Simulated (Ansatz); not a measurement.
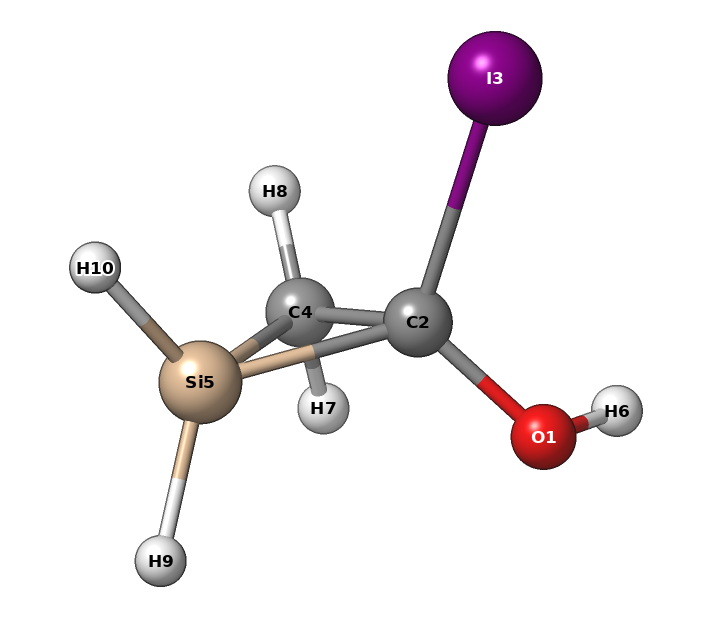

Numbered structure. Computed geometry: PBE0-D4/def2-TZVP optimisation. No frequency run is at hand to confirm it as a minimum.

List the bonds and their lengths.

```json
{"bond": "O1–C2", "length (Å)": "1.368", "order": "single"}
{"bond": "O1–H6", "length (Å)": "0.966", "order": "single"}
{"bond": "C2–I3", "length (Å)": "2.175", "order": "single"}
{"bond": "C2–C4", "length (Å)": "1.532", "order": "single"}
{"bond": "C2–Si5", "length (Å)": "1.853", "order": "single"}
{"bond": "C4–Si5", "length (Å)": "1.866", "order": "single"}
{"bond": "C4–H7", "length (Å)": "1.088", "order": "single"}
{"bond": "C4–H8", "length (Å)": "1.084", "order": "single"}
{"bond": "Si5–H9", "length (Å)": "1.477", "order": "single"}
{"bond": "Si5–H10", "length (Å)": "1.474", "order": "single"}
```
